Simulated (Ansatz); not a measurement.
## PbSe, pressure series

Base system: PbSe in the rock salt structure (space group Fm-3m, No. 225).

```
PbSe
1.0
    0.00000     3.10857     3.10857
    3.10857     0.00000     3.10857
    3.10857     3.10857     0.00000
Se Pb
1 1
Direct
  0.00000   0.00000   0.00000
  0.50000   0.50000   0.50000
```

Cell and atoms are relaxed at each pressure.

Computed with Ansatz (a first-principles code), PBE, PAW, cutoff 420 eV, without spin-orbit coupling.

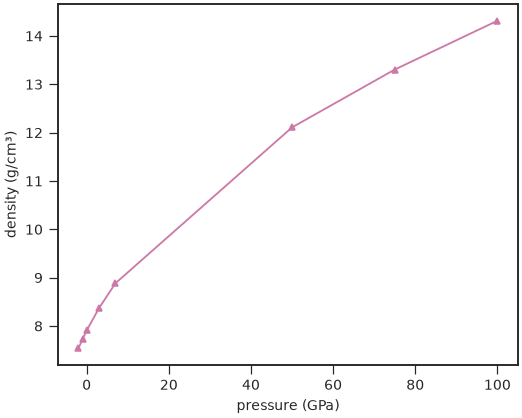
Figure. Density against pressure

### Question
From the plot, what is the density for pressure 50 GPa?

### Answer
About 12.1 g/cm³.

### Question
Is the trend monotonic over the range shown?

### Answer
Yes, it rises throughout, spanning 7.54 g/cm³ to 14.31 g/cm³.

A case with no gap was solved on a k-mesh chosen for an insulator, which is coarse for it. Load acts through the strain it causes; cell and atoms are relaxed under it. Stability against distortions was not tested. No other phases were tried under pressure. The final runs are not spin-polarised.
